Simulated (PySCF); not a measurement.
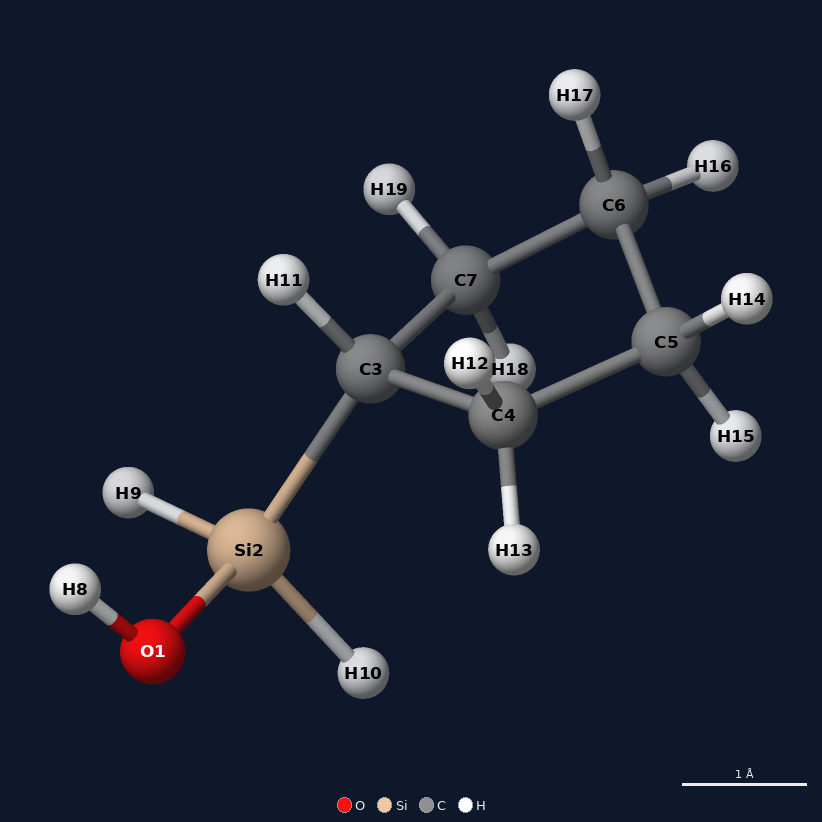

Computed geometry: PBE0-D3(BJ)/def2-SVP optimisation. No frequency run is at hand to confirm it as a minimum.

Which atoms are bonded, and how long are the bonds? Leave out bonds to hydrogen.

```json
{"bond": "O1–Si2", "length (Å)": "1.671", "order": "single"}
{"bond": "Si2–C3", "length (Å)": "1.878", "order": "single"}
{"bond": "C3–C4", "length (Å)": "1.556", "order": "single"}
{"bond": "C3–C7", "length (Å)": "1.543", "order": "single"}
{"bond": "C4–C5", "length (Å)": "1.539", "order": "single"}
{"bond": "C5–C6", "length (Å)": "1.526", "order": "single"}
{"bond": "C6–C7", "length (Å)": "1.526", "order": "single"}
```
